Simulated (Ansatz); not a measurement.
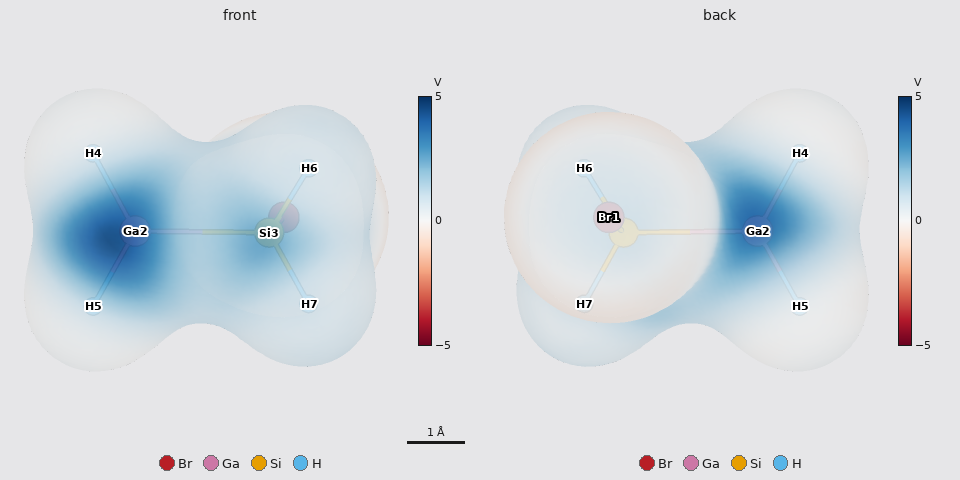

Figure 1: BrGaH4Si (SMILES [GaH2][SiH2]Br). The molecular electrostatic potential painted on the density surface at 0.004 e/bohr³, seen from the front and from behind; the colour scale runs from red (negative) to blue (positive).

Geometry: PBE0-D3(BJ)/def2-SVP.

Level of theory: isolated molecule in a Gaussian basis; Kohn-Sham density functional theory, functional PBE0 in Ansatz 0.2.0.

```
atom    x (Å)    y (Å)    z (Å)
  Br  -0.8821  -1.3489  -1.9674
  Ga   1.5211   0.8512  -1.2516
  Si   1.3724  -1.4946  -1.6971
   H   1.6409   1.8463  -2.4586
   H   1.2892   1.3611   0.2139
   H   1.9292  -2.0489  -2.9667
   H   1.6178  -2.4784  -0.6012
```

Which sites attract a positive test charge, and which a negative one?

A positive charge is drawn to the negative regions and a negative charge to the positive ones. The most negative region (about −0.3 V) lies over Br1, the most positive (about +4.2 V) over Ga2. Br1 shows a σ-hole: about +0.6 V at the tip opposite its bond, against about −0.2 V on its flanks.
